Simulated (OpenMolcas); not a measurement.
# Exact exchange and the vertical energy of the triplet above the singlet of OF2 (oxygen difluoride)

The species is OF2 (3 atoms), meant as a singlet with charge 0. As SMILES, `FOF`. The shape is that of a PBE0-D4/def2-TZVP optimisation.

The vertical energy of the triplet above the singlet y, in eV, basis cc-pVTZ; a is the functional's share of exact exchange. Programs: OpenMolcas 26.06.

| functional | program | a | y (eV) |
| --- | --- | --- | --- |
| revPBE | OpenMolcas | 0 | 3.27 |
| TPSS | OpenMolcas | 0 | 3.32 |
| B3LYP | OpenMolcas | 0.2 | 3.47 |
| PBE0 | OpenMolcas | 0.25 | ? |
| BHLYP | OpenMolcas | 0.5 | 3.64 |

Question: Fit y = c + s·a to the known rows and predict PBE0.

Answer: 
1. Means of the 4 rows: a = 0.1750, y = 3.425.
2. Σ(Δa)² = 0.1675, Σ(Δa·Δy) = 0.1165, so the slope is 0.1165/0.1675 = 0.69552.
3. Intercept: 3.425 − (0.69552) × 0.1750 = 3.303. The largest residual of the fit is 0.033.
4. PBE0: 3.303 + (0.69552) × 0.25 = 3.48 eV.

The run gave 3.51 eV, so the prediction is off by -0.03 eV, within the scatter of the fit.

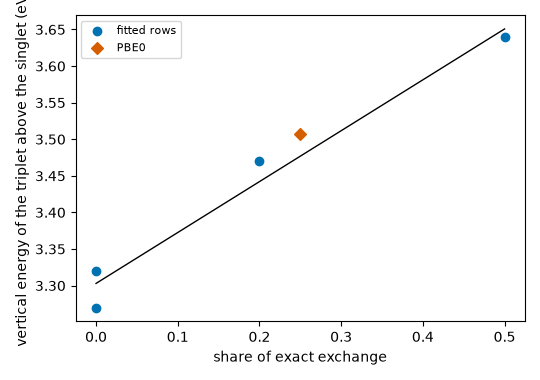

The fitted line, with the withheld row.
